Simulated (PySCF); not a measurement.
Mg(Me)(GeH3), SMILES [CH3][Mg][GeH3] (CH6GeMg), singlet at its PBE0/def2-SVP optimised geometry (Å):

```
9

Mg    -0.3593    -0.0359     0.0000
C     -2.4529    -0.0370     0.0005
H     -2.8662     0.8686    -0.4767
H     -2.8656    -0.0767     1.0237
H     -2.8658    -0.9034    -0.5452
Ge     2.2377    -0.0359     0.0000
H      2.8662    -1.2263     0.7696
H      2.8649    -0.1074    -1.4164
H      2.8658     1.2263     0.6455
```

Calculation: PBE0/def2-TZVP in PySCF.

Map of the Laplacian of the electron density (e/bohr⁵), clipped to [-1.50, 1.50] on the plane z = 0.8 Å:

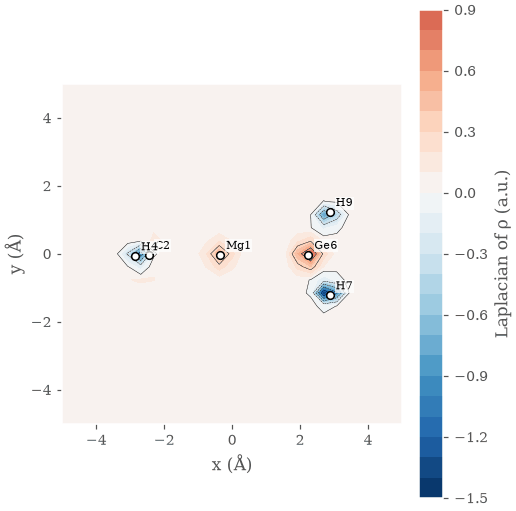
Figure. Laplacian of the electron density (e/bohr⁵), clipped to [-1.50, 1.50] on the plane z = 0.8 Å.
